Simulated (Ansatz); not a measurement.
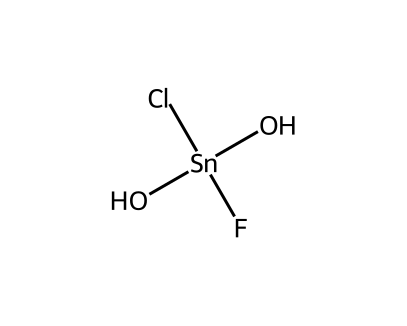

2D structure.

Write the SMILES.

Answer. [OH][Sn]([OH])([F])[Cl]

Give the formula, hydrogens included.

Answer. ClFH2O2Sn.

An optimisation with PBE0-D4/def2-TZVP gave a structure of which point group?

Answer. C1.

More results for the same structure follow; atom numbers are the same in all pictures, views and colours differ. Computed geometry: PBE0-D4/def2-TZVP optimisation.

### Shape

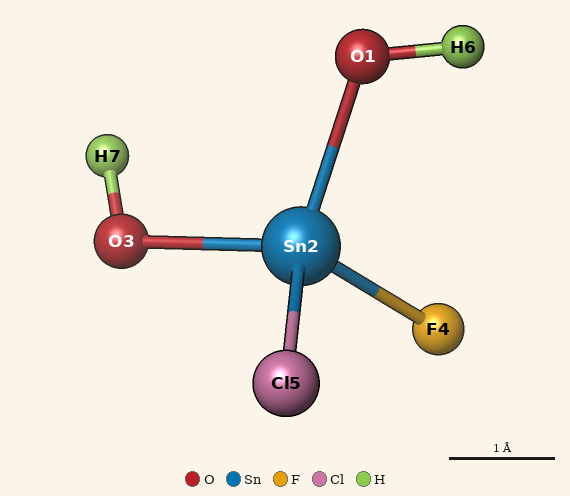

The atoms are numbered.

What is the geometry at O1?

Answer. O1 has 2 neighbours (Sn2 at 1.93, H6 at 0.96 Å); the arrangement is bent.

How are the neighbours of atom 2 arranged?

Answer. Sn2 has 4 neighbours (O1 at 1.93, O3 at 1.93, F4 at 1.90, Cl5 at 2.28 Å); the arrangement is tetrahedral.

How are the neighbours of atom 3 arranged?

Answer. O3 has 2 neighbours (Sn2 at 1.93, H7 at 0.96 Å); the arrangement is bent.

### Dipole moment

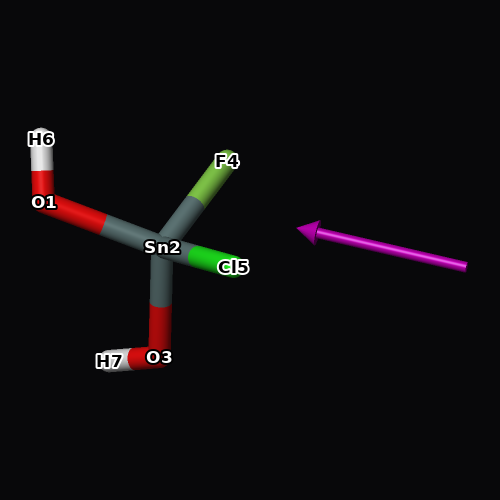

The arrow beside the molecule shows the direction of the dipole moment, from the negative to the positive end (its length means nothing). Properties computed with RKS B3LYP-D4/def2-TZVPP, core potentials on Sn (Ansatz 0.2.0).

How large is the dipole moment?

Answer. 1.90 D; it points from the side of Cl5 to the side of H6 (the outermost atoms at the two ends).

### Thermal motion

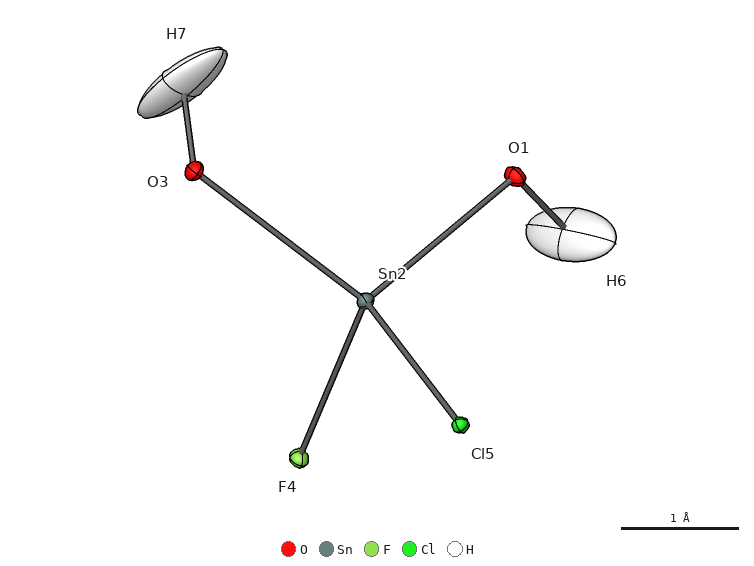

Displacement ellipsoids at the 50 % level, from the internal vibrations of the free molecule (harmonic, no overall translation or rotation; no half-axis is drawn under 0.075 Å). Vibrations computed with RKS PBE0-D4/def2-TZVP, core potentials on Sn (Ansatz 0.2.0). Temperature: 0 K (zero-point motion alone).

Which atom has the largest mean-square displacement?

Answer. H7, with U_eq = 0.0492 Å².

Does H6 move more along its bond or across it?

Answer. Across it: the root-mean-square amplitude is 0.086 Å along the bond and up to 0.339 Å across, since bending and torsion are softer than stretching.

Give the displacement parameters, one line for each set of equivalent atoms.

| atom | U_eq (Å²) | rms amplitudes (Å) |
| --- | --- | --- |
| O1 | 0.0034 | 0.040, 0.059, 0.071 |
| Sn2 | 0.00024 | 0.015, 0.016, 0.016 |
| O3 | 0.0034 | 0.040, 0.058, 0.072 |
| F4 | 0.0029 | 0.037, 0.054, 0.067 |
| Cl5 | 0.0011 | 0.032, 0.033, 0.035 |
| H6 | 0.0486 | 0.081, 0.156, 0.339 |
| H7 | 0.0492 | 0.086, 0.156, 0.340 |

### Charges

The questions are on Mulliken charges. Level of theory: RKS PBE-D4/def2-TZVPP, core potentials on Sn (Ansatz 0.2.0).

Which atom carries the highest charge (most positive or least negative)?

Answer. Sn2 (1.26 e).

And the lowest?

Answer. O1 (−0.47 e).

List the Mulliken charges.

```csv
atom,value (e)
O1,−0.47
Sn2,1.26
O3,−0.46
F4,−0.42
Cl5,−0.30
H6,0.20
H7,0.20
```

Mulliken values depend strongly on the basis set and can even reverse the polarity of a bond.
